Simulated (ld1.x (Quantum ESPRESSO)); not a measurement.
**S: pseudopotential generation**

System: sulfur (S, Z = 16), core [Ne], reference valence 3s2 3p4, valence charge 6.
Method: ultrasoft potential, LDA (PZ), non-relativistic, made with ld1.x (Quantum ESPRESSO) 7.5.

## The input
```
 &input
   title='S', zed=16., rel=0, dft='PZ', iswitch=3,
   config='[Ne] 3s2 3p4 3d-2',
   nld=3, rlderiv=1.40, eminld=-3.0, emaxld=5.0, deld=0.02
 /
 &inputp
   pseudotype=3, tm=.true., lloc=-1, rcloc=0.95,
   nlcc=.true., new_core_ps=.true.,
   which_augfun='PSQ', rmatch_augfun=0.60,
   file_pseudopw='S.UPF', file_wfcaegen='ae.wfc', file_wfcncgen='nc.wfc', file_beta='beta', file_chi='chi', file_wfcusgen='us.wfc'
 /
6
3S  1  0   2.00   0.00  0.90  1.25  0.0
3S  1  0   0.00   4.10  0.90  1.25  0.0
3P  2  1   4.00   0.00  0.95  1.30  0.0
3P  2  1   0.00   4.40  0.95  1.30  0.0
3D  3  2  -2.00   0.50  0.80  1.10  0.0
3D  3  2  -2.00   1.05  0.80  1.10  0.0
 &test
   configts(1)='3s2 3p4'
 /
```

Hardware: 1 CPU thread, shared host.

Command:
```bash
ld1.x < S.in > S.out
```

## Log
```
     Program LD1 v.7.5
     --------------------------- All-electron run ----------------------------

     S

     atomic number is 16.00
     dft =PZ   lsd =0 sic =0 latt =0  beta=0.20 tr2=1.0E-14
     Exchange-correlation= PZ
                           (   1   1   0   0   0   0   0)
     mesh =1151 r(mesh) =  99.72449 a.u. xmin = -7.00 dx = 0.01250
     1 Ry =  13.60569312 eV

     n l     nl                  e(Ry)          e(Ha)          e(eV)
     1 0     1S 1( 2.00)      -175.5813       -87.7907     -2388.9053
     2 0     2S 1( 2.00)       -15.3997        -7.6999      -209.5242
     2 1     2P 1( 6.00)       -11.5025        -5.7512      -156.4991
     3 0     3S 1( 2.00)        -1.2619        -0.6310       -17.1691
     3 1     3P 1( 4.00)        -0.5236        -0.2618        -7.1244

     final scf error:  9.7E-15 reached in  26 iterations

     Etot =    -793.418610 Ry,    -396.709305 Ha,  -10795.010119 eV

     Ekin =     791.753370 Ry,     395.876685 Ha,   10772.353382 eV
     Encl =   -1890.262035 Ry,    -945.131017 Ha,  -25718.325166 eV
     Eh   =     353.357456 Ry,     176.678728 Ha,    4807.673113 eV
     Exc  =     -48.267401 Ry,     -24.133701 Ha,    -656.711450 eV

     normalization and overlap integrals

     s(1S/1S) =  1.000000  <r> =   0.0976  <r2> =    0.0128  r(max) =   0.0641
     s(2S/2S) =  1.000000  <r> =   0.4831  <r2> =    0.2778  r(max) =   0.3926
     s(2P/2P) =  1.000000  <r> =   0.4441  <r2> =    0.2467  r(max) =   0.3254
     s(3S/3S) =  1.000000  <r> =   1.6999  <r2> =    3.3708  r(max) =   1.4048
     s(3P/3P) =  1.000000  <r> =   2.0724  <r2> =    5.1835  r(max) =   1.5919

     ------------------------ End of All-electron run ------------------------

     --------------------- Generating US pseudopotential ---------------------

      Generating local potential from pseudized AE potential:
      Matching radius rcloc =   0.9500

      Local pseudo, rcloc= 0.954 Estimated cut-off energy=    26.38 Ry

      Computing core charge for nlcc:

       r > 0.88 : true rho core
      Core charge pseudized with two Bessel functions
      Integrated core pseudo-charge :   4.86
      Wfc-us  3S rcutus= 1.255  Estimated cut-off energy=    27.01 Ry
      Wfc-us  3S rcutus= 1.255  Estimated cut-off energy=    35.96 Ry
      Wfc-us  3P rcutus= 1.287  Estimated cut-off energy=    43.50 Ry
      Wfc-us  3P rcutus= 1.287  Estimated cut-off energy=    52.84 Ry
      Wfc-us  3D rcutus= 1.108  Estimated cut-off energy=    86.74 Ry
      Wfc-us  3D rcutus= 1.108  Estimated cut-off energy=    87.50 Ry

     Q pseudized with Bessel functions
     Expected ecutrho=    1060.6392 due to l1=  2   l2=  2

 %%%%%%%%%%%%%%%%%%%%%%%%%%%%%%%%%%%%%%%%%%%%%%%%%%%%%%%%%%%%%%%%%%%%%%%%%%%%%%
     Error in routine chargeps (1):
     negative rho
 %%%%%%%%%%%%%%%%%%%%%%%%%%%%%%%%%%%%%%%%%%%%%%%%%%%%%%%%%%%%%%%%%%%%%%%%%%%%%%

     stopping ...
```

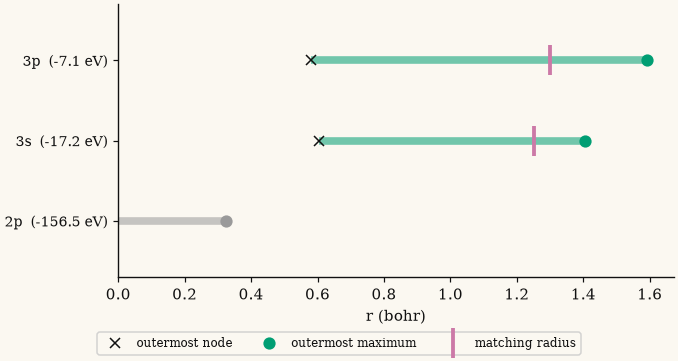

*Outer shells of the all-electron reference atom: each bar runs from the outermost node (or the nucleus) to the outermost maximum of u(r); the tick is the radius chosen for the pseudo-wave. Shells without a tick have no pseudo-wave of their own. Levels, nodes and maxima are from ld1.x, non-relativistic.*

- Radii against the shells: 3s: 1.25 bohr, between node and maximum; 3p: 1.30 bohr, between node and maximum.

## What the run reported

- outcome: ended with an error
- wall time: 0.57 s

## What went wrong

The generator stopped with the message “chargeps: negative rho”. In words: the spherical valence density built from the smooth waves and the augmentation charge turned negative at some radius.
